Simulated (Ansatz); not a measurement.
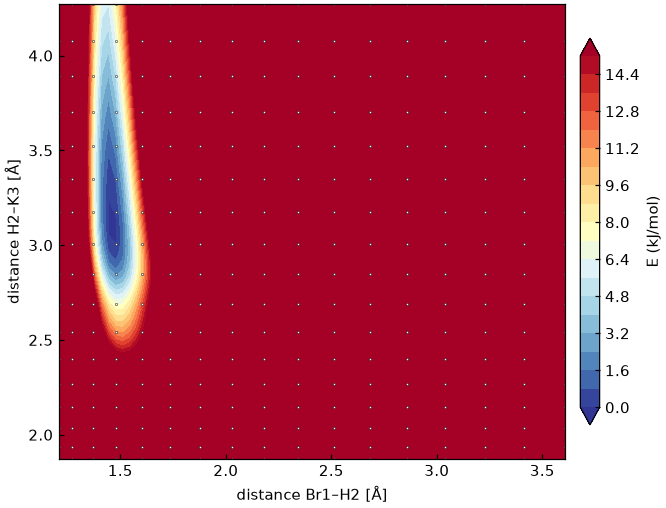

The system Br + HK, spin multiplicity 2. Coordinates scanned: (1) distance Br1–H2; (2) distance H2–K3. Nothing is relaxed (the angle Br1–H2–K3 is fixed at 180 degrees). The grid has 17 × 17 points. Points are written as (first, second). Energies: kJ/mol, counted from the lowest grid point. Level of theory: UKS PBE0-D4/def2-SVPD (Ansatz).

Drawn: filled contours, dots at the grid points, one colour for all values above the top of the scale. Between grid points the surface is interpolated.

Q: Where is the minimum, and how stiff is the well along each coordinate?

A: The interpolated minimum is at distance Br1–H2 ≈ 1.463 Å, distance H2–K3 ≈ 3.099 Å. The curvatures there are about 17 eV/Å² and 0.51 eV/Å², with a cross term of about 0.81 eV/Å². Round the minimum the valley is somewhat tilted: raising distance Br1–H2 shifts the best value of distance H2–K3 downwards (coupling k₁₂/√(k₁₁k₂₂) about 0.3). (1 eV is 96.5 kJ/mol.)
